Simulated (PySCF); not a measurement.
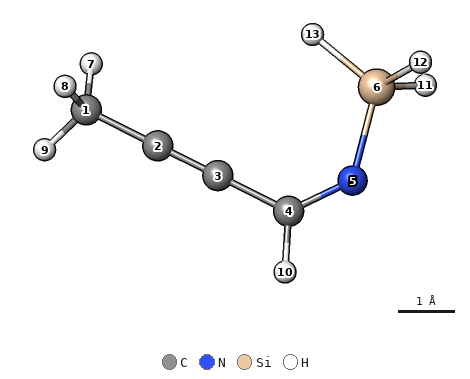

Figure 1. The structure as given in the input (ball-and-stick view, seen at a tilt; atoms are numbered from 1 in the order of the input). Bond lengths as drawn: C–C 1.22 to 1.45 Å, C–H 1.10 to 1.11 Å, C–N 1.27 Å, H–Si 1.49 to 1.50 Å and N–Si 1.75 Å.

# Core-level calculation, with input and output: C₄H₇NSi

The run: core-level calculation of C₄H₇NSi. Method and program: delta-SCF UKS SCAN, def2-TZVP on the ionised atom, pcseg-1 elsewhere, spin-free X2C (PySCF 2.14.0).

Figures and captions count atoms from 1; the log counts them from 0 in places.

### The program's output
```
ground state, core basis on atom 0 (C), 140 functions
  cycle   1  E = -501.22691489  |g| = 5.01e-01
  cycle   2  E = -501.10110342  |g| = 8.56e-01
  cycle   3  E = -501.26846238  |g| = 2.78e-01
  cycle   4  E = -501.28919283  |g| = 5.94e-02
  cycle   5  E = -501.28933653  |g| = 5.80e-02
  cycle   6  E = -501.29022660  |g| = 9.11e-03
  cycle   7  E = -501.29024389  |g| = 2.75e-03
  cycle   8  E = -501.29024807  |g| = 1.03e-03
  cycle   9  E = -501.29024672  |g| = 1.39e-04
  E(ground) = -501.33261804 Eh
hole in C 1s of atom 0
  cycle   1  E = -490.00736520  |g| = 1.46e+00
[... 14 cycles left out ...]
  E(ion) = -490.58984412 Eh   <S^2> = 0.7730   hole on atom = 1.000   binding energy = 292.326 eV
ground state, core basis on atom 1 (C), 140 functions
[... 6 cycles left out ...]
  E(ground) = -501.33843871 Eh
hole in C 1s of atom 1
[... 16 cycles left out ...]
  E(ion) = -490.63973069 Eh   <S^2> = 0.8902   hole on atom = 1.000   binding energy = 291.127 eV
ground state, core basis on atom 2 (C), 140 functions
[... 6 cycles left out ...]
  E(ground) = -501.33872309 Eh
hole in C 1s of atom 2
[... 15 cycles left out ...]
  E(ion) = -490.65143857 Eh   <S^2> = 0.8500   hole on atom = 1.000   binding energy = 290.816 eV
ground state, core basis on atom 3 (C), 140 functions
[... 7 cycles left out ...]
  E(ground) = -501.33651563 Eh
hole in C 1s of atom 3
[... 16 cycles left out ...]
  E(ion) = -490.57763160 Eh   <S^2> = 0.8876   hole on atom = 1.000   binding energy = 292.764 eV
ground state, core basis on atom 4 (N), 140 functions
[... 7 cycles left out ...]
  E(ground) = -501.34599576 Eh
hole in N 1s of atom 4
[... 12 cycles left out ...]
  E(ion) = -486.48826670 Eh   <S^2> = 0.7809   hole on atom = 1.000   binding energy = 404.299 eV
ground state, core basis on atom 5 (Si), 142 functions
[... 7 cycles left out ...]
  E(ground) = -501.32011490 Eh
hole in Si 1s of atom 5
[... 11 cycles left out ...]
  E(ion) = -433.31898025 Eh   <S^2> = 0.7521   hole on atom = 1.000   binding energy = 1850.405 eV
hole in Si 2p of atom 5
[... 1 cycle left out ...]
  cycle   2  E = -496.34730478  |g| = 1.34e+00
  cycle   3  E = -497.10714711  |g| = 6.13e-01
  cycle   4  E = -497.30386263  |g| = 3.53e-01
  cycle   5  E = -497.35081555  |g| = 1.68e-01
  cycle   6  E = -497.36343564  |g| = 7.64e-02
  cycle   7  E = -497.36657787  |g| = 2.87e-02
  cycle   8  E = -497.36697087  |g| = 5.84e-03
  cycle   9  E = -497.36698442  |g| = 2.51e-03
  cycle  10  E = -497.36698812  |g| = 6.16e-04
  cycle  11  E = -497.36698747  |g| = 2.55e-04
  E(ion) = -497.38099451 Eh   <S^2> = 0.7516   hole on atom = 1.003   binding energy = 107.189 eV
  2p3/2 = 106.965 eV   2p1/2 = 107.576 eV
```

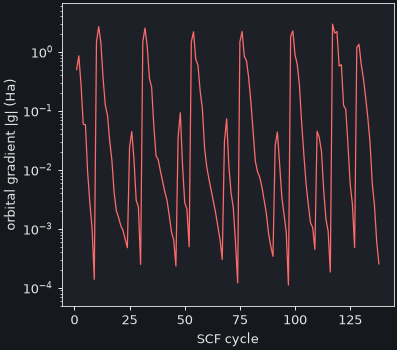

Figure 2. Convergence of the self-consistent field: orbital gradient |g| against the SCF cycle. All cycles printed in the log are drawn one after another.

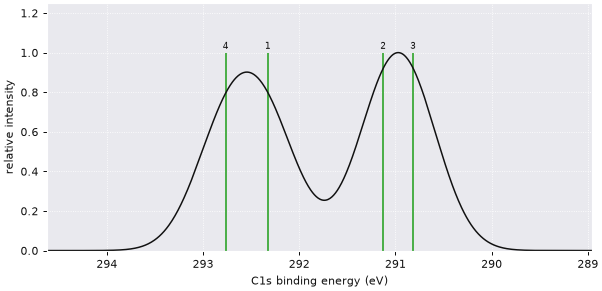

Figure 3. C1s binding energies by ΔSCF of the atoms computed, labelled by atom number, with a Gaussian envelope of 0.8 eV full width. They run from 290.82 eV (atom 3) to 292.76 eV (atom 4).

The run was set up as follows.

### Input file
```
{"job": {"kind": "xps", "basis": "def2-TZVP"}, "charge": 0, "multiplicity": 1}
C      2.748410    -0.489471     0.002679
C      1.487786     0.188321    -0.227696
C      0.426829     0.751691    -0.415601
C     -0.821811     1.426973    -0.639524
N     -1.982652     1.011735    -0.331918
Si    -2.462893    -0.484180     0.440404
H      2.633243    -1.580441    -0.090146
H      3.121536    -0.276657     1.017015
H      3.515132    -0.160195    -0.715306
H     -0.724996     2.412375    -1.135515
H     -3.344795    -1.207505    -0.522024
H     -3.258591    -0.117452     1.647851
H     -1.344758    -1.394178     0.852940
```

The first line tells a small driver script what to run in PySCF; the rest is the geometry in Å.

Launched with:
```bash
OMP_NUM_THREADS=1 python <driver script> task.json out
```

### Summary

```tsv
quantity	value
outcome	converged
hardware	1 CPU thread, shared host
wall time	53 s
peak memory	0.54 GiB
```

The core-hole state is spin-contaminated.
